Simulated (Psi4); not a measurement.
**Single-point calculation, with input and output: CH3ClF2Si (charge +1)**

System: CH3ClF2Si, charge +1, multiplicity 2.
Method: B3LYP/def2-SVPD, UKS (Psi4 1.11).

The geometry was optimised with B3LYP/def2-SVPD.

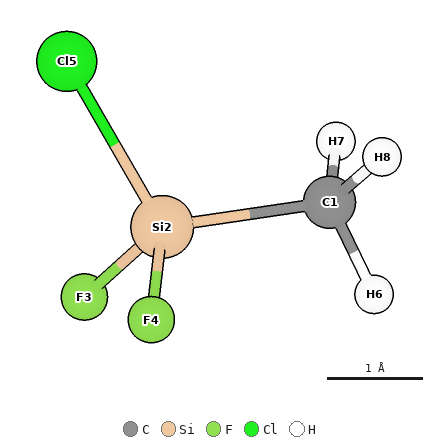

**Figure 1.** The structure as given in the input (ball-and-stick view, seen at a tilt; atoms are numbered from 1 in the order of the input). Bond lengths as drawn: Cl–Si 2.06 Å, C–H 1.10 Å, C–Si 1.84 Å and F–Si 1.62 Å.

### Input file (ch3clf2si.in)
```
memory 1600 mb

molecule m {
  1 2
  C     -1.57332361    -0.56905701     1.00161910
  Si     1.27577111     0.28694546    -0.80655212
  F      3.78857207    -0.92267390     0.47045866
  F      1.14665936    -0.84350382    -3.65497788
  Cl     1.85421439     4.12836372    -1.10327124
  H     -1.75681791    -2.63809735     1.07752562
  H     -1.44878877     0.16294164     2.94108092
  H     -3.26936226     0.22017388     0.09973597
  units au
  symmetry c1
}

set basis def2-SVPD
set reference uks

energy('b3lyp')
```

Command:
```bash
psi4 ch3clf2si.in ch3clf2si.out -n 1
```

### What the program printed
```
Psi4 1.11 release

   => Loading Basis Set <=

    Name: DEF2-SVPD
    Role: ORBITAL
    Keyword: BASIS

         ---------------------------------------------------------
                                   SCF
                              UKS Reference
                        1 Threads,   1525 MiB Core
         ---------------------------------------------------------

  ==> Geometry <==

    Molecular point group: c1
    Full point group: C1

    Geometry (in Bohr), charge = 1, multiplicity = 2:

       Center              X                  Y                   Z               Mass
    ------------   -----------------  -----------------  -----------------  -----------------
         C           -3.029679899433    -1.515334968867     1.911159015684    12.000000000000
         SI          -0.180585179433    -0.659332498867     0.102987795684    27.976926534650
         F            2.332215780567    -1.868951858867     1.379998575684    18.998403162730
         F           -0.309696929433    -1.789781778867    -2.745437964316    18.998403162730
         CL           0.397858100567     3.182085761133    -0.193731324316    34.968852682000
         H           -3.213174199433    -3.584375308867     1.987065535684     1.007825032230
         H           -2.905145059433    -0.783336318867     3.850620835684     1.007825032230
         H           -4.725718549433    -0.726104078867     1.009275885684     1.007825032230

  Running in c1 symmetry.

  Rotational constants: A =      0.12106  B =      0.07722  C =      0.07439 [cm^-1]
  Rotational constants: A =   3629.22601  B =   2315.11174  C =   2230.03699 [MHz]
  Nuclear repulsion =  309.322267567604797

  Charge       = 1
  Multiplicity = 2
  Electrons    = 57
  Nalpha       = 29
  Nbeta        = 28

  ==> Algorithm <==

  SCF Algorithm Type is DF.
  DIIS enabled.
  MOM disabled.
  Fractional occupation disabled.
  Guess Type is SAD.
  Energy threshold   = 1.00e-06
  Density threshold  = 1.00e-06
  Integral threshold = 1.00e-12

  ==> Primary Basis <==

  Basis Set: DEF2-SVPD
    Blend: DEF2-SVPD
    Number of shells: 59
    Number of basis functions: 141
    Number of Cartesian functions: 151
    Spherical Harmonics?: true
    Max angular momentum: 2

  ==> DFT Potential <==

   => LibXC <=

    Version 7.1.2

   => Composite Functional: B3LYP <=

    B3LYP Hyb-GGA Exchange-Correlation Functional

    Deriv               =              1
    GGA                 =           TRUE
    Meta                =          FALSE

    Exchange Hybrid     =           TRUE
    MP2 Hybrid          =          FALSE

   => Exchange Functionals <=

    0.0800   Slater exchange
    0.7200         Becke 88

   => Exact (HF) Exchange <=

    0.2000               HF

   => Correlation Functionals <=

    0.1900   Vosko, Wilk & Nusair (VWN5_RPA)
    0.8100   Lee, Yang & Parr

   => LibXC Density Thresholds  <==

    XC_HYB_GGA_XC_B3LYP:  1.00E-15

   => Molecular Quadrature <=

    Radial Scheme          =       TREUTLER
    Pruning Scheme         =           NONE
    Nuclear Scheme         =       TREUTLER

    Blocking Scheme        =         OCTREE
    BS radius alpha        =              1
    Pruning alpha          =              1
    Radial Points          =             75
    Spherical Points       =            302
    Total Points           =         173187
    Total Blocks           =           1356
    Max Points             =            256
    Max Functions          =            138
    Weights Tolerance      =       1.00E-15

   => Loading Basis Set <=

    Name: (DEF2-SVPD AUX)
    Role: JKFIT
    Keyword: DF_BASIS_SCF

  ==> Integral Setup <==

  DFHelper Memory: AOs need 0.085 GiB; user supplied 0.542 GiB.
  SCF_SUBTYPE=INCORE selected. In-core MEM_DF algorithm will be used.
  Using in-core AOs.

  ==> MemDFJK: Density-Fitted J/K Matrices <==

    J tasked:                   Yes
    K tasked:                   Yes
    wK tasked:                   No
    Memory [MiB]:               554
    Algorithm:                 Core
    Schwarz Cutoff:           1E-12
    Mask sparsity (%):       0.8953
    Fitting Condition:        1E-10

   => Auxiliary Basis Set <=

  Basis Set: (DEF2-SVPD AUX)
    Blend: DEF2-UNIVERSAL-JKFIT
    Number of shells: 169
    Number of basis functions: 539
    Number of Cartesian functions: 645
    Spherical Harmonics?: true
    Max angular momentum: 4

  Cached 100.0% of DFT collocation blocks in 0.576 [GiB].

  Minimum eigenvalue in the overlap matrix is 4.6380900496E-04.
  Reciprocal condition number of the overlap matrix is 5.1168957829E-05.
    Using symmetric orthogonalization.

  ==> Pre-Iterations <==

  SCF Guess: Superposition of Atomic Densities via on-the-fly atomic UHF (no occupation information).

   -------------------------
    Irrep   Nso     Nmo
   -------------------------
     A        141     141
   -------------------------
    Total     141     141
   -------------------------

  ==> Iterations <==

                           Total Energy        Delta E     RMS |[F,P]|

   @DF-UKS iter SAD:  -988.64119650744874   -9.88641e+02   0.00000e+00
   @DF-UKS iter   1:  -988.34425166265089    2.96945e-01   5.89196e-03 DIIS/ADIIS
   @DF-UKS iter   2:  -987.56150122246459    7.82750e-01   1.05034e-02 DIIS/ADIIS
   @DF-UKS iter   3:  -988.64814946564627   -1.08665e+00   1.42806e-03 DIIS/ADIIS
   @DF-UKS iter   4:  -988.65870047496662   -1.05510e-02   1.25637e-03 DIIS/ADIIS
   @DF-UKS iter   5:  -988.67742839367406   -1.87279e-02   3.92795e-04 DIIS/ADIIS
   @DF-UKS iter   6:  -988.67817591569747   -7.47522e-04   3.15464e-04 DIIS/ADIIS
   @DF-UKS iter   7:  -988.67942032377516   -1.24441e-03   1.19151e-04 DIIS/ADIIS
   @DF-UKS iter   8:  -988.67963070492897   -2.10381e-04   5.18218e-05 DIIS
   @DF-UKS iter   9:  -988.67968508377010   -5.43788e-05   2.10605e-05 DIIS
   @DF-UKS iter  10:  -988.67969403594736   -8.95218e-06   8.08770e-06 DIIS
   @DF-UKS iter  11:  -988.67969533030941   -1.29436e-06   3.01633e-06 DIIS
   @DF-UKS iter  12:  -988.67969548070334   -1.50394e-07   1.47834e-06 DIIS
   @DF-UKS iter  13:  -988.67969550767612   -2.69728e-08   5.04194e-07 DIIS
  Energy and wave function converged.

  ==> Post-Iterations <==

   Electrons on quadrature grid:
      Nalpha   =   29.0000556596 ; deviation = 5.566e-05
      Nbeta    =   28.0000566672 ; deviation = 5.667e-05
      Ntotal   =   57.0001123269 ; deviation = 1.123e-04

   @Spin Contamination Metric:   5.202634757E-03
   @S^2 Expected:                7.500000000E-01
   @S^2 Observed:                7.552026348E-01
   @S   Expected:                5.000000000E-01
   @S   Observed:                5.000000000E-01

    Orbital Energies [Eh]
    ---------------------

    Alpha Occupied:

       1A   -101.842800     2A    -66.496545     3A    -24.917253
       4A    -24.917221     5A    -10.459187     6A     -9.790839
       7A     -7.563089     8A     -7.553086     9A     -7.547434
      10A     -5.644669    11A     -4.008882    12A     -4.007480
      13A     -4.006633    14A     -1.402006    15A     -1.382814
      16A     -1.143745    17A     -0.974749    18A     -0.795010
      19A     -0.723062    20A     -0.719773    21A     -0.697434
      22A     -0.670378    23A     -0.668644    24A     -0.661480
      25A     -0.654030    26A     -0.639744    27A     -0.633727
      28A     -0.619357    29A     -0.615169

    Alpha Virtual:

      30A     -0.223655    31A     -0.188182    32A     -0.175293
      33A     -0.158551    34A     -0.123623    35A     -0.107603
      36A     -0.097433    37A     -0.093150    38A     -0.077078
      39A     -0.074994    40A     -0.066039    41A     -0.063261
      42A     -0.045819    43A     -0.037187    44A     -0.031360
      45A     -0.011218    46A      0.011025    47A      0.016806
      48A      0.034466    49A      0.053566    50A      0.059877
      51A      0.065510    52A      0.079079    53A      0.098466
      54A      0.108006    55A      0.114645    56A      0.126898
      57A      0.138025    58A      0.152961    59A      0.156639
      60A      0.158694    61A      0.163969    62A      0.171404
      63A      0.181587    64A      0.182441    65A      0.196377
      66A      0.216254    67A      0.224162    68A      0.240624
      69A      0.274900    70A      0.277321    71A      0.284714
      72A      0.292683    73A      0.309684    74A      0.310763
      75A      0.362769    76A      0.391263    77A      0.425573
      78A      0.427109    79A      0.467910    80A      0.471267
      81A      0.495434    82A      0.506220    83A      0.529085
      84A      0.542451    85A      0.562868    86A      0.571706
      87A      0.612370    88A      0.637052    89A      0.658789
      90A      0.664997    91A      0.681546    92A      0.704060
      93A      0.706861    94A      0.713415    95A      0.728362
      96A      0.735420    97A      0.759024    98A      0.772723
      99A      0.784660   100A      0.812035   101A      0.836335
     102A      0.846908   103A      0.862054   104A      0.863256
     105A      0.910316   106A      0.967697   107A      1.014140
     108A      1.025513   109A      1.220562   110A      1.256199
     111A      1.337985   112A      1.348660   113A      1.393653
     114A      1.430701   115A      1.467886   116A      1.532541
     117A      1.615813   118A      1.627376   119A      1.664576
     120A      1.667572   121A      1.781077   122A      1.784885
     123A      1.786090   124A      1.863058   125A      1.969196
     126A      2.072985   127A      2.250266   128A      2.253674
     129A      2.529108   130A      2.794731   131A      2.797492
     132A      3.131983   133A      3.137696   134A      3.142534
     135A      3.163011   136A      3.165766   137A      3.180549
     138A      3.186398   139A      3.195169   140A      3.268364
     141A      3.395682

    Beta Occupied:

       1A   -101.838451     2A    -66.496316     3A    -24.916146
       4A    -24.916114     5A    -10.454723     6A     -9.786778
       7A     -7.551976     8A     -7.548021     9A     -7.544935
      10A     -5.644434    11A     -4.008727    12A     -4.007449
      13A     -4.005758    14A     -1.399258    15A     -1.379992
      16A     -1.114824    17A     -0.956292    18A     -0.786640
      19A     -0.714583    20A     -0.714219    21A     -0.683289
      22A     -0.665536    23A     -0.659383    24A     -0.652164
      25A     -0.649927    26A     -0.631381    27A     -0.606948
      28A     -0.597694

    Beta Virtual:

      29A     -0.535241    30A     -0.214565    31A     -0.186184
      32A     -0.169794    33A     -0.154606    34A     -0.119626
      35A     -0.105340    36A     -0.094652    37A     -0.089051
      38A     -0.076001    39A     -0.071943    40A     -0.061975
      41A     -0.057402    42A     -0.043987    43A     -0.034395
      44A     -0.026480    45A     -0.008949    46A      0.018448
      47A      0.019279    48A      0.035410    49A      0.060131
      50A      0.062179    51A      0.065967    52A      0.080599
      53A      0.099469    54A      0.110216    55A      0.117031
      56A      0.131725    57A      0.138499    58A      0.154855
      59A      0.159436    60A      0.162099    61A      0.165271
      62A      0.172407    63A      0.182526    64A      0.188116
      65A      0.202154    66A      0.217979    67A      0.227305
      68A      0.241985    69A      0.276526    70A      0.278439
      71A      0.285833    72A      0.295083    73A      0.310601
      74A      0.313963    75A      0.363909    76A      0.395616
      77A      0.426470    78A      0.429692    79A      0.471524
      80A      0.473011    81A      0.495829    82A      0.508480
      83A      0.529738    84A      0.548198    85A      0.563809
      86A      0.576396    87A      0.614194    88A      0.639277
      89A      0.663777    90A      0.675446    91A      0.688165
      92A      0.708572    93A      0.726203    94A      0.736070
      95A      0.738410    96A      0.741405    97A      0.760950
      98A      0.781328    99A      0.784937   100A      0.823255
     101A      0.839958   102A      0.851221   103A      0.864055
     104A      0.870700   105A      0.915758   106A      0.973377
     107A      1.018307   108A      1.045638   109A      1.229406
     110A      1.260562   111A      1.339060   112A      1.354251
     113A      1.397355   114A      1.432718   115A      1.470390
     116A      1.535104   117A      1.617541   118A      1.629468
     119A      1.669255   120A      1.670154   121A      1.787136
     122A      1.794939   123A      1.797012   124A      1.865615
     125A      1.971458   126A      2.086247   127A      2.258988
     128A      2.259319   129A      2.536158   130A      2.802134
     131A      2.803177   132A      3.133305   133A      3.138343
     134A      3.144403   135A      3.165766   136A      3.166543
     137A      3.183780   138A      3.187794   139A      3.197671
     140A      3.270927   141A      3.398127

    Final Occupation by Irrep:
              A
    DOCC [    28 ]
    SOCC [     1 ]
    NA   [    29 ]
    NB   [    28 ]

  @DF-UKS Final Energy:  -988.67969550767612

   => Energetics <=

    Nuclear Repulsion Energy =            309.3222675676047970
    One-Electron Energy =               -1969.3863368434404038
    Two-Electron Energy =                 732.9522217536772359
    DFT Exchange-Correlation Energy =     -61.5678479855177159
    Empirical Dispersion Energy =           0.0000000000000000
    VV10 Nonlocal Energy =                  0.0000000000000000
    Total Energy =                       -988.6796955076761151

  UHF NO Occupations:
  HONO-2 :   27  A 1.9996310
  HONO-1 :   28  A 1.9980432
  HONO-0 :   29  A 1.0000000
  LUNO+0 :   30  A 0.0019568
  LUNO+1 :   31  A 0.0003690
  LUNO+2 :   32  A 0.0001037
  LUNO+3 :   33  A 0.0000450

Computation Completed

Properties will be evaluated at   0.000000,   0.000000,   0.000000 [a0]

Properties computed using the SCF density matrix

 Multipole Moments:

 ------------------------------------------------------------------------------------
     Multipole            Electronic (a.u.)      Nuclear  (a.u.)        Total (a.u.)
 ------------------------------------------------------------------------------------

 L = 1.  Multiply by 2.5417464519 to convert [e a0] to [Debye]
 Dipole X            :          5.0424253           -6.5840523           -1.5416270
 Dipole Y            :          2.8537904           -2.2496253            0.6041651
 Dipole Z            :         -3.1744774            4.1733585            0.9988811
 Magnitude           :                                                    1.9337510

 ------------------------------------------------------------------------------------

	total time  =         18 seconds =       0.30 minutes

    Psi4 run time: 0:00:18.55
```

### Summary

```tsv
quantity	value
outcome	converged
total energy	−988.679696 hartree
basis functions	141
⟨S²⟩	0.755
hardware	1 thread of Intel Xeon (Sapphire Rapids), 32 GiB of memory available, shared host
wall time	20 s
peak memory	0.89 GiB
```
